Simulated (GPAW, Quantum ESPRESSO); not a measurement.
Two runs for the V K edge of atom 2 in MnV (Pm-3m). Run A: Quantum ESPRESSO XSpectra, LDA, excited-electron core hole (neutral cell), 16-atom cell with 5.8 Å between holes, 4×4×4 k points, dipole transitions, Lorentzian half width 0.4 eV. Run B differs in one choice.

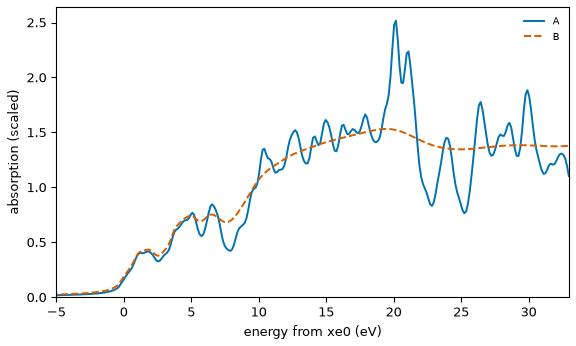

Energy from the energy zero of the input (xe0, at the border of filled and empty states); intensity scaled to a mean of 1 over the first 20 eV.

Q: What was changed?
a) the volume of the cell
b) the k mesh of the spectrum
c) the broadening
d) the radius of the reconstruction

(c): run B changes the broadening from Lorentzian half width 0.4 eV to Lorentzian half width 0.51 eV up to 4 eV, rising linearly to 4 eV at 25 eV. Against the first run the r.m.s. difference is 20 %. The highest intensity below 24 eV goes from 20.2 eV (2.52) to 19.5 eV (1.53). Other settings could leave a like mark; this is the one that was changed.

[Hosts, paths, dates, database ids (printed as entryN), source tags and the programs' standing remarks are cut or masked in the printed files.]

[Lists of maxima count a maximum above −3 eV only where it reaches 4 % of the highest in the window and stands out from its surroundings by 2 % of it (1.5 % where it reaches 55 %); shoulders and weaker maxima are passed over, and of the rest the first, up to two pre-edge ones and the few strongest are named.]
